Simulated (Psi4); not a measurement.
# HBr (hydrogen bromide): CCSD(T)/cc-pVTZ

Aim: the vertical singlet–triplet gap of HBr (hydrogen bromide) at CCSD(T)/cc-pVTZ, from 2 runs. 

The calculation is run with Psi4 1.11.

3 further runs of the same task are left out: 2 that didn't finish, 1 set aside as unsound or not needed.

## 1. The structure to begin with

The species is HBr (2 atoms), meant as a singlet with charge 0. As SMILES, `Br`. Geometry: relaxed at PBE0-D4/def2-TZVP.

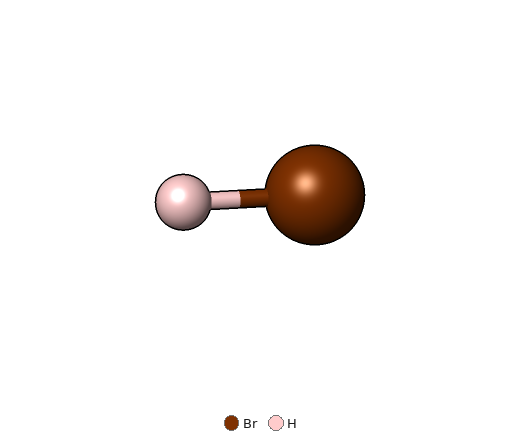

Viewed from a chosen angle; bromine brown, hydrogen pink.

## 2. The energy at CCSD(T)/cc-pVTZ

Contents of run.py:

```python
import psi4

psi4.set_memory('2200 MB')
psi4.set_num_threads(1)
psi4.set_output_file('brh.out', False)

mol = psi4.geometry("""
0 1
Br
H 1 1.420474
symmetry c1
no_reorient
no_com
""")

options = {'basis': 'cc-pVTZ', 'reference': 'rhf', 'puream': True, 'e_convergence': 1e-09, 'd_convergence': 1e-08, 'scf_type': 'pk', 'num_frozen_docc': 9}
psi4.set_options(options)

e, wfn = psi4.energy('ccsd(t)', molecule=mol, return_wfn=True)
print('E =', round(e, 9))
```

Command:

```
$ python run.py
```

brh.out:

```text
[...]
  Running in c1 symmetry.
[...]
  Nuclear repulsion =   13.038747892217669
[...]
  Multiplicity = 1
[...]
  Nalpha       = 18
  Nbeta        = 18
[...]
    Number of basis functions: 57
[...]
   @RHF iter   1: -2572.86212683032409   -1.61649e+00   1.64692e-02 DIIS/ADIIS
[...]
   @RHF iter  10: -2573.04832626396455   -1.81899e-12   8.66229e-10 DIIS
[...]
    Orbital Energies [Eh]
    ---------------------
    Doubly Occupied:
       1A   -490.034162     2A    -65.174769     3A    -58.529909
       4A    -58.528635     5A    -58.528635     6A     -9.848873
       7A     -7.460615     8A     -7.453701     9A     -7.453701
      10A     -3.204330    11A     -3.200358    12A     -3.200358
      13A     -3.191988    14A     -3.191988    15A     -1.032595
      16A     -0.580908    17A     -0.434191    18A     -0.434191
[...]
  @RHF Final Energy: -2573.04832626396455
   => Energetics <=
    Nuclear Repulsion Energy =             13.0387478922176694
    One-Electron Energy =               -3609.2063312647301245
    Two-Electron Energy =                1023.1192571085475720
    Total Energy =                      -2573.0483262639650093
[...]
 Multipole Moments:
 ------------------------------------------------------------------------------------
     Multipole            Electronic (a.u.)      Nuclear  (a.u.)        Total (a.u.)
 ------------------------------------------------------------------------------------
 L = 1.  Multiply by 2.5417464519 to convert [e a0] to [Debye]
 Dipole X            :          0.0000000            0.0000000            0.0000000
 Dipole Y            :          0.0000000            0.0000000            0.0000000
 Dipole Z            :         -1.0658198            1.4657920            0.3999722
 Magnitude           :                                                    0.3999722
[...]
      * MP2 total energy                      = -2573.285963641440958
[...]
      * CCSD total energy                     = -2573.300015891029489
[...]
      * CCSD(T) total energy                  = -2573.308323507875230
```

On the terminal:

```text
E = -2573.308323508
```

Wall time 33 s (1 thread of Intel Xeon at 2.70GHz, shared host); peak memory 1 GiB.

## 3. The triplet

Contents of brh.inp:

```
memory 2200 mb

molecule mol {
  0 3
  Br    -0.603220     0.217960    -0.305050
  H      0.603220    -0.217960     0.305050
  symmetry c1
  no_reorient
  no_com
}

set globals {
  reference       uhf
  puream          true
  e_convergence   1e-09
  d_convergence   1e-08
  scf_type        pk
  num_frozen_docc 9
  maxiter         100
}

energy("ccsd(t)/cc-pVTZ")
```

Command:

```
$ psi4 -n 1 brh.inp brh.out
```

brh.out:

```text
[...]
  Running in c1 symmetry.
[...]
  Nuclear repulsion =   13.038750007487819
[...]
  Multiplicity = 3
[...]
  Nalpha       = 19
  Nbeta        = 17
[...]
    Number of basis functions: 57
[...]
   @UHF iter   1: -2572.71758405972605   -1.47195e+00   1.46450e-02 DIIS/ADIIS
[...]
   @UHF iter  12: -2572.83317539127347   -2.27374e-12   4.62415e-09 DIIS
[...]
   @S^2 Observed:                2.012999719E+00
[...]
    Orbital Energies [Eh]
    ---------------------
    Alpha Occupied:
       1A   -490.106368     2A    -65.245508     3A    -58.604671
       4A    -58.599550     5A    -58.597368     6A     -9.924836
       7A     -7.545728     8A     -7.527649     9A     -7.522276
      10A     -3.281771    11A     -3.277030    12A     -3.272805
      13A     -3.262251    14A     -3.260713    15A     -1.136146
      16A     -0.657749    17A     -0.573429    18A     -0.502513
      19A     -0.197993
    Alpha Virtual:
      20A      0.271233    21A      0.319372    22A      0.340095
      23A      0.346215    24A      0.423732    25A      0.453502
[...]
  @UHF Final Energy: -2572.83317539127347
   => Energetics <=
    Nuclear Repulsion Energy =             13.0387500074878186
    One-Electron Energy =               -3606.7066801805658542
    Two-Electron Energy =                1020.8347547818043495
    Total Energy =                      -2572.8331753912734712
  UHF NO Occupations:
  HONO-2 :   17  A 1.9966635
  HONO-1 :   18  A 1.0000000
[...]
 Multipole Moments:
 ------------------------------------------------------------------------------------
     Multipole            Electronic (a.u.)      Nuclear  (a.u.)        Total (a.u.)
 ------------------------------------------------------------------------------------
 L = 1.  Multiply by 2.5417464519 to convert [e a0] to [Debye]
 Dipole X            :         38.2841253          -38.7573002           -0.4731749
 Dipole Y            :        -13.8331089           14.0040800            0.1709711
 Dipole Z            :         19.3603866          -19.5996725           -0.2392858
 Magnitude           :                                                    0.5571205
[...]
      * MP2 total energy                      = -2573.047433232424737
[...]
      * CCSD total energy                     = -2573.064885579771726
[...]
      * CCSD(T) total energy                     = -2573.072068977963681
[...]
```

Wall time 40 s (1 thread of Intel Xeon at 2.70GHz, shared host); peak memory 1 GiB.

## 4. Outcome

At CCSD(T)/cc-pVTZ, 9 core orbitals frozen:

| quantity | value |
| --- | --- |
| singlet: total energy | -2573.30832 Eh |
| singlet: HOMO energy (Hartree–Fock orbitals) | -11.81 eV |
| singlet: LUMO energy (Hartree–Fock orbitals) | 2.95 eV |
| singlet: HOMO–LUMO gap (Hartree–Fock orbitals) | 14.77 eV |
| singlet: correlation energy (9 core orbitals frozen) | -260.0 mEh |
| singlet: (T) correction | -8.31 mEh |
| singlet: T1 diagnostic | 0.005 |
| triplet: total energy | -2573.07207 Eh |
| triplet: HOMO energy (Hartree–Fock orbitals) (highest over α and β) | -5.39 eV |
| triplet: LUMO energy (Hartree–Fock orbitals) (lowest over α and β) | -2.06 eV |
| triplet: correlation energy (9 core orbitals frozen) | -238.9 mEh |
| triplet: (T) correction | -7.18 mEh |
| triplet: ⟨S²⟩ of the reference determinant | 2.013 |
| triplet: T1 diagnostic | 0.010 |
| vertical energy of the triplet above the singlet | 6.429 eV |

What this shows: At this shape the triplet lies 6.43 eV (620 kJ/mol) above the singlet. The triples (singlet) make up 3.2 % of the correlation energy. The triples (triplet) make up 3.0 % of the correlation energy.
